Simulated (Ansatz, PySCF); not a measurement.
Breaking the C2–H3 bond in C3H9Al (SMILES [CH3][Al]([CH3])[CH3]) (multiplicity 1 held, fragments rigid). Energies count from the point at 1.096 Å.
Geometry at that point (charge 0, multiplicity 1):
| atom | x (Å) | y (Å) | z (Å) |
|---|---|---|---|
| Al | -0.0055 | 0.0032 | 0.0062 |
| C | -1.3769 | -1.3916 | -0.1469 |
| H | -1.2576 | -1.9368 | -1.0905 |
| H | -2.3859 | -0.9691 | -0.1662 |
| H | -1.3341 | -2.1292 | 0.6576 |
| C | -0.1504 | 1.6461 | -1.0564 |
| H | 0.7909 | 1.8814 | -1.5628 |
| H | -0.3671 | 2.5023 | -0.4073 |
| H | -0.9382 | 1.6049 | -1.8119 |
| C | 1.5299 | -0.2559 | 1.2001 |
| H | 2.1111 | 0.6553 | 1.3582 |
| H | 2.2124 | -1.0053 | 0.7825 |
| H | 1.2241 | -0.6366 | 2.1792 |

Restricted levels (R-, RO-) in cc, def2 and unpolarised 6-31G sets keep to the state of the molecule at rest. U- levels take the lowest unrestricted solution at each point, which mixes spins at long bonds. Left out are points that failed, MP2 points that dive below the minimum, coupled-cluster points behind a jump of the amplitudes or a sharp parting from full CI or MRCI, small-basis points behind a change of solution, and semi-empirical points at long bonds. Levels need not reach the same state.

Rows in 6-31G* carry no dispersion term and start afresh at each structure (6-31G* with six Cartesian d functions).

Run with Ansatz (Gaussian basis) for Hartree–Fock, density functionals and correlated methods; PySCF for 6-31G* rows. 

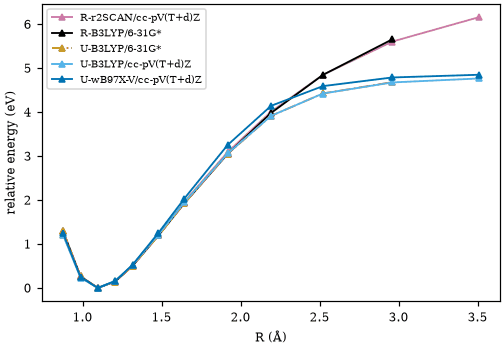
*Relative energy along the coordinate*

Doubts at one or more of the structures used: a restricted determinant that unrestricted orbitals would lower (R-r2SCAN/cc-pV(T+d)Z, R-B3LYP/6-31G*); a spin-contaminated determinant (U-B3LYP/6-31G*, U-B3LYP/cc-pV(T+d)Z, U-wB97X-V/cc-pV(T+d)Z).

Ansatz is a quantum-chemistry and plane-wave program.
